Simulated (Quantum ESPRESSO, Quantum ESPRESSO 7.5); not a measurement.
## 1T-HfO2, 1 layer: solver and mixing choices

Wanted: time, iterations and memory of 1T-HfO2, 1 layer by eigensolver and mixing.

Method: plane-wave DFT, PBE, SPMS norm-conserving pseudopotentials, in Quantum ESPRESSO 7.5.

## 1. The starting structure

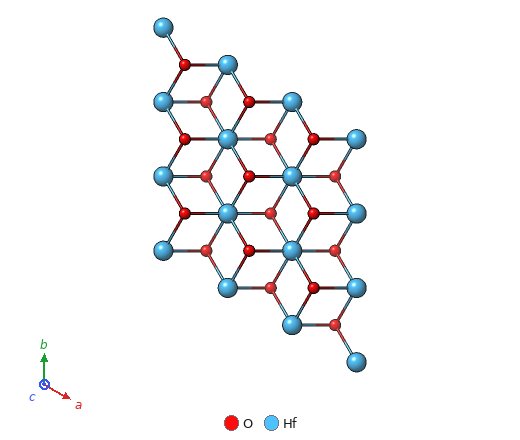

The cell as given, from above (oxygen red, hafnium blue). 3×3×1 cells are drawn. Some periodic images of atoms are drawn too.

The cell holds 3 atoms: 2 O and 1 Hf. Its edges and angles: a = 3.240 Å, b = 3.240 Å, c = 19.519 Å, α = 90.0°, β = 90.0°, γ = 120.0°. It derives from HfO2. Vacuum lies along c.

Coordinates:

```cif
data_structure
_symmetry_space_group_name_H-M 'P 1'
_symmetry_Int_Tables_number 1
_cell_length_a 3.2400
_cell_length_b 3.2400
_cell_length_c 19.5186
_cell_angle_alpha 90.000
_cell_angle_beta 90.000
_cell_angle_gamma 120.000
_cell_volume 177.45
loop_
_atom_site_label
_atom_site_type_symbol
_atom_site_fract_x
_atom_site_fract_y
_atom_site_fract_z
_atom_site_occupancy
O1 O 0.66667 0.33333 0.93548 1
Hf2 Hf 0.00000 0.00000 0.00000 1
O3 O 0.33333 0.66667 0.06452 1
```

This sheet is a model structure: its symmetry is held, and its stability is not tested here.

## 2. Ground state: david, local-TF mixing, beta 0.4, history 8

The first run is the reference of the series.

Input file c0.in:

```
&control
  prefix = 'c0'
  outdir = './out'
  pseudo_dir = './pseudo'
  calculation = 'scf'
  tprnfor = .true.
/
&system
  ibrav = 0
  nat = 3
  ntyp = 2
  ecutwfc = 60
  ecutrho = 240
  occupations = 'smearing'
  smearing = 'fd'
  degauss = 0.004
  assume_isolated = 'esm'
  esm_bc = 'bc1'
/
&electrons
  conv_thr = 1e-07
  mixing_beta = 0.4
  electron_maxstep = 80
  mixing_mode = 'local-TF'
  diagonalization = 'david'
  mixing_ndim = 8
/
ATOMIC_SPECIES
  O   15.9990  08_O_6_1.2_1.4_pbe_n_v1.0.upf
  Hf  178.4900  72_Hf_12_2.3_3.0_pbe_n_v1.0.upf
CELL_PARAMETERS angstrom
  3.24000000000000 0.00000000000000 0.00000000000000
  -1.62000000000000 2.80592230826158 0.00000000000000
  0.00000000000000 0.00000000000000 19.51859087586690
ATOMIC_POSITIONS crystal
  O   0.666666666667 0.333333333333 -0.064517743414
  Hf  0.000000000000 0.000000000000 0.000000000000
  O   0.333333333333 0.666666666667 0.064517743414
K_POINTS automatic
  12 12 1 0 0 0
```

The run is started by

```sh
> OMP_NUM_THREADS=1 mpirun -n 4 pw.x -nk 4 -in c0.in > c0.out
```

The program printed:

```text
Program PWSCF v.7.5 starts
[citation notice left out]

     Parallel version (MPI & OpenMP), running on       4 processor cores
     Number of MPI processes:                 4
     Threads/MPI process:                     1

     MPI processes distributed on     1 nodes
[...]
Current dimensions of program PWSCF are:
     Max number of different atomic species (ntypx) = 10
     Max number of k-points (npk) =  40000
     Max angular momentum in pseudopotentials (lmaxx) =  4
     Message from routine setup:
     using ibrav=0 with symmetry is DISCOURAGED, use correct ibrav instead

     K-points division:     npool     =       4
     Subspace diagonalization in iterative solution of the eigenvalue problem:
     a serial algorithm will be used

     G-vector sticks info
     --------------------
     sticks:   dense  smooth     PW     G-vecs:    dense   smooth      PW
     Sum         613     613    187                74941    74941   12093

     Using Slab Decomposition

     bravais-lattice index     =            0
     lattice parameter (alat)  =       6.1227  a.u.
     unit-cell volume          =    1197.4730 (a.u.)^3
     number of atoms/cell      =            3
     number of atomic types    =            2
     number of electrons       =        24.00
     number of Kohn-Sham states=           16
     kinetic-energy cutoff     =      60.0000  Ry
     charge density cutoff     =     240.0000  Ry
     scf convergence threshold =      1.0E-07
     mixing beta               =       0.4000
     number of iterations used =            8  local-TF  mixing
     Exchange-correlation= PBE
                           (   1   4   3   4   0   0   0)

     Effective Screening Medium Method
     =================================
     Boundary Conditions: Vacuum-Slab-Vacuum
     total charge in unit cell        =   0.0000
     grid points for fit at edges     =        4

     celldm(1)=   6.122713  celldm(2)=   0.000000  celldm(3)=   0.000000
     celldm(4)=   0.000000  celldm(5)=   0.000000  celldm(6)=   0.000000

     crystal axes: (cart. coord. in units of alat)
               a(1) = (   1.000000   0.000000   0.000000 )
               a(2) = (  -0.500000   0.866025   0.000000 )
               a(3) = (   0.000000   0.000000   6.024256 )

     reciprocal axes: (cart. coord. in units 2 pi/alat)
               b(1) = (  1.000000  0.577350 -0.000000 )
               b(2) = (  0.000000  1.154701  0.000000 )
               b(3) = (  0.000000 -0.000000  0.165996 )

     PseudoPot. # 1 for O  read from file:
     ./pseudo/08_O_6_1.2_1.4_pbe_n_v1.0.upf
     Pseudo is Norm-conserving + core correction, Zval =  6.0
     Generated using ONCVPSP code by D. R. Hamann
     Using radial grid of  934 points,  5 beta functions with:
                l(1) =   0
                l(2) =   0
                l(3) =   1
                l(4) =   1
                l(5) =   2

     PseudoPot. # 2 for Hf read from file:
     ./pseudo/72_Hf_12_2.3_3.0_pbe_n_v1.0.upf
     Pseudo is Norm-conserving + core correction, Zval = 12.0
     Generated using ONCVPSP code by D. R. Hamann
     Using radial grid of 1660 points,  8 beta functions with:
                l(1) =   0
                l(2) =   0
                l(3) =   1
                l(4) =   1
                l(5) =   2
                l(6) =   2
                l(7) =   3
                l(8) =   3

     atomic species   valence    mass     pseudopotential
     O                 6.00    15.99900     O ( 1.00)
     Hf               12.00   178.49000     Hf( 1.00)

     12 Sym. Ops., with inversion, found

   Cartesian axes

     site n.     atom                  positions (alat units)
         1        O      tau(   1) = (   0.5000000   0.2886751  -0.3886714  )
         2        Hf     tau(   2) = (   0.0000000   0.0000000   0.0000000  )
         3        O      tau(   3) = (  -0.0000000   0.5773503   0.3886714  )

     number of k points=    19  Fermi-Dirac smearing, width (Ry)=  0.0040
                       cart. coord. in units 2pi/alat
        k(    1) = (   0.0000000   0.0000000   0.0000000), wk =   0.0138889
        k(    2) = (   0.0000000   0.0962250   0.0000000), wk =   0.0833333
        k(    3) = (   0.0000000   0.1924501   0.0000000), wk =   0.0833333
        k(    4) = (   0.0000000   0.2886751   0.0000000), wk =   0.0833333
        k(    5) = (   0.0000000   0.3849002   0.0000000), wk =   0.0833333
        k(    6) = (   0.0000000   0.4811252   0.0000000), wk =   0.0833333
        k(    7) = (   0.0000000  -0.5773503   0.0000000), wk =   0.0416667
        k(    8) = (   0.0833333   0.1443376   0.0000000), wk =   0.0833333
        k(    9) = (   0.0833333   0.2405626   0.0000000), wk =   0.1666667
        k(   10) = (   0.0833333   0.3367877   0.0000000), wk =   0.1666667
[...]
k(   19) = (   0.3333333   0.5773503   0.0000000), wk =   0.0277778

     Dense  grid:    74941 G-vectors     FFT dimensions: (  32,  32, 192)

     Estimated max dynamical RAM per process >     107.38 MB

     Estimated total dynamical RAM >     374.62 MB

     Check: negative core charge=   -0.000013

     Initial potential from superposition of free atoms

     starting charge      23.9981, renormalised to      24.0000

     negative rho (up, down):  8.091E-06 0.000E+00
     Starting wfcs are   18 randomized atomic wfcs

     total cpu time spent up to now is        0.7 secs

     per-process dynamical memory:    63.2 Mb

     Self-consistent Calculation

     iteration #  1     ecut=    60.00 Ry     beta= 0.40
     Davidson diagonalization with overlap
     ethr =  1.00E-02,  avg # of iterations =  1.5

     negative rho (up, down):  2.516E-04 0.000E+00

     total cpu time spent up to now is        2.2 secs

     total energy              =    -179.23891059 Ry
     estimated scf accuracy    <       1.36531559 Ry

     iteration #  2     ecut=    60.00 Ry     beta= 0.40
[...]
negative rho (up, down):  1.232E-03 0.000E+00

[...]
total energy              =    -179.07646682 Ry
     estimated scf accuracy    <       0.48466151 Ry

     iteration #  3     ecut=    60.00 Ry     beta= 0.40
[...]
negative rho (up, down):  2.712E-04 0.000E+00

[...]
total energy              =    -179.35354823 Ry
     estimated scf accuracy    <       0.28044137 Ry

     iteration #  4     ecut=    60.00 Ry     beta= 0.40
[...]
negative rho (up, down):  4.982E-04 0.000E+00

[...]
total energy              =    -179.40654357 Ry
     estimated scf accuracy    <       0.03896741 Ry

     iteration #  5     ecut=    60.00 Ry     beta= 0.40
[...]
negative rho (up, down):  3.234E-04 0.000E+00

[...]
total energy              =    -179.38311049 Ry
     estimated scf accuracy    <       0.08017162 Ry

     iteration #  6     ecut=    60.00 Ry     beta= 0.40
[...]
negative rho (up, down):  2.769E-05 0.000E+00

[...]
total energy              =    -179.40222756 Ry
     estimated scf accuracy    <       0.07753847 Ry

     iteration #  7     ecut=    60.00 Ry     beta= 0.40
[...]
negative rho (up, down):  3.184E-07 0.000E+00

[...]
total energy              =    -179.39807048 Ry
     estimated scf accuracy    <       0.02664356 Ry

     iteration #  8     ecut=    60.00 Ry     beta= 0.40
[...]
negative rho (up, down):  4.023E-07 0.000E+00

[...]
total energy              =    -179.39868855 Ry
     estimated scf accuracy    <       0.00750922 Ry

     iteration #  9     ecut=    60.00 Ry     beta= 0.40
[...]
c_bands:  1 eigenvalues not converged
[...]
total energy              =    -179.40214216 Ry
     estimated scf accuracy    <       0.00284459 Ry

     iteration # 10     ecut=    60.00 Ry     beta= 0.40
[...]
c_bands:  1 eigenvalues not converged
[...]
total energy              =    -179.40239490 Ry
     estimated scf accuracy    <       0.00244899 Ry

     iteration # 11     ecut=    60.00 Ry     beta= 0.40
[...]
total energy              =    -179.40271049 Ry
     estimated scf accuracy    <       0.00218402 Ry

     iteration # 12     ecut=    60.00 Ry     beta= 0.40
[...]
total energy              =    -179.40315531 Ry
     estimated scf accuracy    <       0.00341644 Ry

     iteration # 13     ecut=    60.00 Ry     beta= 0.40
[...]
total energy              =    -179.40159693 Ry
     estimated scf accuracy    <       0.00363677 Ry

     iteration # 14     ecut=    60.00 Ry     beta= 0.40
[...]
negative rho (up, down):  5.020E-08 0.000E+00

[...]
total energy              =    -179.40063393 Ry
     estimated scf accuracy    <       0.01936768 Ry

[...]
iteration # 21     ecut=    60.00 Ry     beta= 0.40
[...]
negative rho (up, down):  4.530E-05 0.000E+00

[...]
total energy              =    -179.40183745 Ry
     estimated scf accuracy    <       0.00009784 Ry

     iteration # 22     ecut=    60.00 Ry     beta= 0.40
[...]
negative rho (up, down):  2.535E-05 0.000E+00

[...]
total energy              =    -179.40186528 Ry
     estimated scf accuracy    <       0.00007223 Ry

     iteration # 23     ecut=    60.00 Ry     beta= 0.40
[...]
negative rho (up, down):  1.359E-08 0.000E+00

[...]
total energy              =    -179.40184582 Ry
     estimated scf accuracy    <       0.00002385 Ry

     iteration # 24     ecut=    60.00 Ry     beta= 0.40
[...]
negative rho (up, down):  2.928E-07 0.000E+00

[...]
total energy              =    -179.40185151 Ry
     estimated scf accuracy    <       0.00000022 Ry

     iteration # 25     ecut=    60.00 Ry     beta= 0.40
[...]
negative rho (up, down):  1.461E-07 0.000E+00

[...]
total energy              =    -179.40185127 Ry
     estimated scf accuracy    <       0.00000422 Ry

     iteration # 26     ecut=    60.00 Ry     beta= 0.40
[...]
total energy              =    -179.40185024 Ry
     estimated scf accuracy    <       0.00000055 Ry

     iteration # 27     ecut=    60.00 Ry     beta= 0.40
[...]
total energy              =    -179.40184947 Ry
     estimated scf accuracy    <       0.00000080 Ry

     iteration # 28     ecut=    60.00 Ry     beta= 0.40
[...]
End of self-consistent calculation

          k = 0.0000 0.0000 0.0000 (  9349 PWs)   bands (ev):

   -69.7704 -38.3659 -38.0929 -38.0929 -25.0701 -24.0555 -12.0309 -10.9220
   -10.9220  -9.2039  -8.8631  -8.8631  -4.3381  -4.3381  -3.7356  -3.4808

          k = 0.0000 0.0962 0.0000 (  9419 PWs)   bands (ev):

   -69.7683 -38.3572 -38.1344 -38.1013 -25.0029 -24.0855 -11.9284 -11.0141
   -10.8694  -9.1565  -9.0865  -8.9463  -4.4454  -4.1977  -3.7173  -3.1829

          k = 0.0000 0.1925 0.0000 (  9455 PWs)   bands (ev):

   -69.7626 -38.3335 -38.2454 -38.1241 -24.8244 -24.1625 -11.6788 -11.1549
   -10.7392  -9.7779  -9.1351  -8.9268  -4.7241  -3.8189  -3.6154  -2.4913

          k = 0.0000 0.2887 0.0000 (  9433 PWs)   bands (ev):

   -69.7549 -38.3957 -38.2980 -38.1550 -24.6135 -24.2355 -11.5978 -11.0858
   -10.6115 -10.3092  -9.3049  -8.9168  -5.0494  -3.3686  -3.2847  -1.9287

          k = 0.0000 0.3849 0.0000 (  9403 PWs)   bands (ev):

   -69.7471 -38.5388 -38.2649 -38.1857 -24.5424 -24.1687 -11.8858 -10.9569
   -10.5681 -10.2665  -9.3649  -9.1057  -5.3326  -2.9666  -2.6866  -1.4776

          k = 0.0000 0.4811 0.0000 (  9381 PWs)   bands (ev):

   -69.7414 -38.6413 -38.2401 -38.2080 -24.5884 -24.0210 -12.2311 -10.7363
   -10.5937 -10.1439  -9.3426  -9.2930  -5.5242  -2.5113  -2.1712  -0.9828

[...]
the Fermi energy is    -7.4309 ev

!    total energy              =    -179.40184894 Ry
     estimated scf accuracy    <          1.6E-09 Ry
     smearing contrib. (-TS)   =      -0.00000000 Ry
     internal energy E=F+TS    =    -179.40184894 Ry

     The total energy is F=E-TS. E is the sum of the following terms:
     one-electron contribution =     446.56912568 Ry
     hartree contribution      =    -226.63061825 Ry
     xc contribution           =     -44.14078236 Ry
     ewald contribution        =    -355.19957401 Ry

     convergence has been achieved in  28 iterations

     Forces acting on atoms (cartesian axes, Ry/au):

     atom    1 type  1   force =    -0.00000000   -0.00000000    0.16027306
     atom    2 type  2   force =     0.00000000   -0.00000000    0.00000000
     atom    3 type  1   force =     0.00000000    0.00000000   -0.16027306

     Total force =     0.226660     Total SCF correction =     0.000017

[...]
=------------------------------------------------------------------------------=
   JOB DONE.
=------------------------------------------------------------------------------=
[...]
```

It took 52 s on 4 MPI ranks of Arm Neoverse V2, shared host; peak memory 0.43 GiB; 3.4 min of CPU time.

Numbers from this step:

| Quantity | Value |
| --- | --- |
| free energy | -2440.8865 eV |
| Fermi energy | -7.431 eV |
| valence top, on the run's zero | -8.863 eV |
| conduction bottom, on the run's zero | -5.592 eV |
| gap by band count | 3.271 eV |
| vacuum line at the lower end of the cell, over the valence top | 8.863 eV |
| vacuum line at the upper end of the cell, over the valence top | 8.863 eV |

Electrostatic potential energy of an electron; zero at the highest filled level of the SCF mesh. Potential energy, planar mean against z:

```csv
z (Å),"potential energy, planar mean (eV)"
-9,8.86
-8,8.86
-7,8.86
-6,8.86
-5,8.86
-4,8.86
-3,8.82
-2,7.34
-1,-4.15
0,-11.9
1,-4.15
2,7.34
3,8.82
4,8.86
5,8.86
6,8.86
7,8.86
8,8.86
9,8.86
```

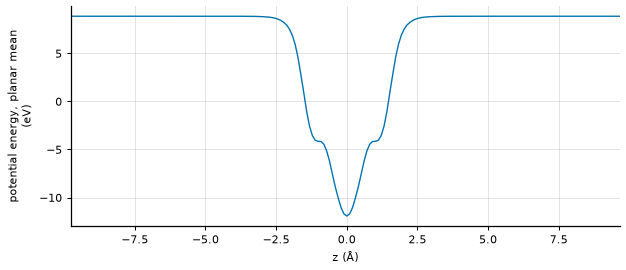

Potential energy, planar mean, plotted against z.

The program's own clock; routines nest. Time by routine:

```csv
routine,wall time (s),calls
PWSCF,50.95,1
electrons,49.95,1
c_bands,29.33,28
cegterg,25.21,140
h_psi,21.15,832
fftw,17.37,16094
vloc_psi,17.32,832
mix_rho,14.62,28
ffts,8.69,3121
sum_band,3.65,28
v_of_rho,2.06,29
calbec,1.92,852
add_vuspsi,1.9,832
h_psi:calbec,1.85,832
```

The vacuum levels are read from the outermost 0.7 Å of the cell on either side.

The run needed 28 iterations to bring the estimated error under 1e-07 Ry; the largest force on any atom, held or free, is 4.12 eV/Å, so this geometry is far from relaxed and its levels are not those of the real material.

Inside the slab this potential holds the local part of the pseudopotentials, which can be repulsive at the nuclei; only its value in the vacuum has a meaning of its own.

## 3. SCF with pw.x: david, plain mixing, beta 0.4, history 8

c1.in, as its differences from the input of step 2:

```diff
@@ -1,3 +1,3 @@
 &control
-  prefix = 'c0'
+  prefix = 'c1'
   outdir = './out'
@@ -23,3 +23,3 @@
   electron_maxstep = 80
-  mixing_mode = 'local-TF'
+  mixing_mode = 'plain'
   diagonalization = 'david'
```

The run is started by

```sh
> OMP_NUM_THREADS=1 mpirun -n 4 pw.x -nk 4 -in c1.in > c1.out
```

The program printed:

```text
[banner, memory and clock lines left out]
Program PWSCF v.7.5 starts
[...]
Message from routine setup:
[...]
number of electrons       =        24.00
     number of Kohn-Sham states=           16
     kinetic-energy cutoff     =      60.0000  Ry
     charge density cutoff     =     240.0000  Ry
[...]
number of k points=    19  Fermi-Dirac smearing, width (Ry)=  0.0040
[...]
Dense  grid:    74941 G-vectors     FFT dimensions: (  32,  32, 192)
[...]
negative rho (up, down):  8.091E-06 0.000E+00
     Starting wfcs are   18 randomized atomic wfcs
[...]
estimated scf accuracy    <       1.36531559 Ry
[...]
estimated scf accuracy    <       0.40155811 Ry
[...]
estimated scf accuracy    <       0.02499224 Ry
[...]
estimated scf accuracy    <       0.00597319 Ry
[...]
estimated scf accuracy    <       0.00196239 Ry
[...]
negative rho (up, down):  5.020E-06 0.000E+00
[...]
estimated scf accuracy    <       0.00038578 Ry
[...]
estimated scf accuracy    <       0.00003883 Ry
[...]
estimated scf accuracy    <       0.00001499 Ry
[...]
estimated scf accuracy    <       0.00004903 Ry
[...]
estimated scf accuracy    <       0.00000144 Ry
[...]
estimated scf accuracy    <       0.00000758 Ry
[...]
estimated scf accuracy    <       0.00000048 Ry
[...]
estimated scf accuracy    <       0.00000031 Ry
[...]
the Fermi energy is    -7.4311 ev
!    total energy              =    -179.40184892 Ry
     estimated scf accuracy    <       0.00000003 Ry
     smearing contrib. (-TS)   =      -0.00000000 Ry
     internal energy E=F+TS    =    -179.40184892 Ry
[...]
one-electron contribution =     446.56950173 Ry
     hartree contribution      =    -226.63082344 Ry
     xc contribution           =     -44.14095320 Ry
     ewald contribution        =    -355.19957401 Ry
     convergence has been achieved in  14 iterations
[...]
Total force =     0.226707     Total SCF correction =     0.000137
[...]
```

It took 23 s on 4 MPI ranks; peak memory 0.42 GiB.

Numbers from this step:

- conduction bottom, on the run's zero: -5.593 eV

The program's own clock; routines nest. Time by routine:

```csv
routine,wall time (s),calls
PWSCF,22.55,1
electrons,21.51,1
c_bands,18.34,14
cegterg,15.32,70
h_psi,12.72,554
vloc_psi,10.34,554
fftw,10.14,9530
sum_band,1.85,14
calbec,1.21,574
add_vuspsi,1.18,554
h_psi:calbec,1.14,554
v_of_rho,1.06,15
init_run,0.71,1
init_us_2,0.48,150
```

Counted from each run's own zero (the valence top), the vacuum level differs from the first run's by +0 meV.

(Continued in part 2 of 3.)

[Logs are printed without paths, hosts, clocks, repeated set-up lines and the standing remarks that a program may print on its own settings, such as how far it seeks lower states.]

[Hosts, paths, dates, database ids (printed as entryN), source tags and the programs' standing remarks are cut or masked in the printed files.]

[Maps of the electrostatic potential energy from Ansatz leave out the sawtooth potential of an applied field or a dipole correction, so their vacuum need not be flat; planar profiles and work functions include it.]
